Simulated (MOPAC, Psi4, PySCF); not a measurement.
Two rigid molecules brought together: HBr ··· BCl3 (SMILES Br and ClB(Cl)Cl). Monomers: optimised at B3LYP-D3(BJ) (def2-TZVP), held rigid. Orientation: lowest of the rigid-body minima from ten starts at GFN2-xTB. Only R, the distance of the centres of mass, is varied, so the lowest point isn't the relaxed dimer.

Geometry at R = 4.62 Å (first 2 atoms: monomer A):
```
6

Br     0.7124     0.0000     0.0000
H     -0.7124     0.0000     0.0000
Cl    -3.0413     0.1975     0.5532
B     -3.3072     0.6789     2.2095
Cl    -4.9330     0.9152     2.7986
Cl    -1.9477     0.9253     3.2758
```

Levels: RKS-BP86/6-31G* = restricted BP86/6-31G*, spherical d, no counterpoise correction (PySCF); HF/aug-cc-pVDZ, counterpoise-corrected (Psi4); RKS-B3LYP/6-31G* = restricted B3LYP/6-31G*, spherical d, no counterpoise correction (PySCF 2.14.0); PM3, restricted, heats of formation (MOPAC); PBE0/def2-TZVP, counterpoise-corrected (Psi4).

Interaction energies in kJ/mol (negative: bound); R is the distance of the centres of mass, d the H2···Cl3 distance.

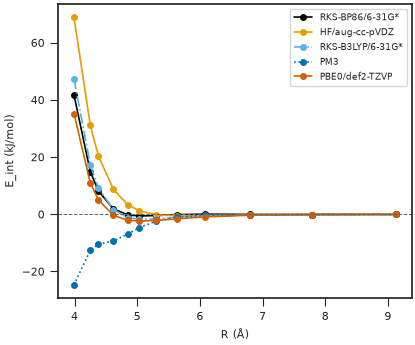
*Interaction energy against separation.*

```csv
R / Å,d / Å,RKS-BP86/6-31G*,HF/aug-cc-pVDZ,RKS-B3LYP/6-31G*,PM3,PBE0/def2-TZVP
3.99,1.80,41.69,68.85,47.43,-24.74,35.21
4.25,2.05,14.87,31.09,17.21,-12.59,10.91
4.38,2.17,8.14,20.36,9.29,-10.49,4.99
4.62,2.40,1.84,8.68,1.55,-9.33,-0.40
4.85,2.62,-0.22,3.29,-1.19,-6.89,-2.12
5.03,2.80,-0.61,1.20,-1.79,-4.73,-2.42
5.30,3.06,-0.48,-0.18,-1.66,-2.40,-2.20
5.63,3.38,-0.15,-0.62,-1.10,-1.03,-1.62
6.08,3.83,0.01,-0.58,-0.55,-0.45,-0.94
6.80,4.54,-0.08,-0.33,-0.23,-0.24,-0.36
7.78,5.51,-0.11,-0.16,-0.13,-0.12,-0.12
9.12,6.84,-0.06,-0.07,-0.06,-0.05,-0.05
```

Lowest grid point: RKS-BP86/6-31G* -0.61 kJ/mol at R = 5.03 Å; HF/aug-cc-pVDZ -0.62 kJ/mol at R = 5.63 Å; RKS-B3LYP/6-31G* -1.79 kJ/mol at R = 5.03 Å; PM3 -24.74 kJ/mol at R = 3.99 Å; PBE0/def2-TZVP -2.42 kJ/mol at R = 5.03 Å.
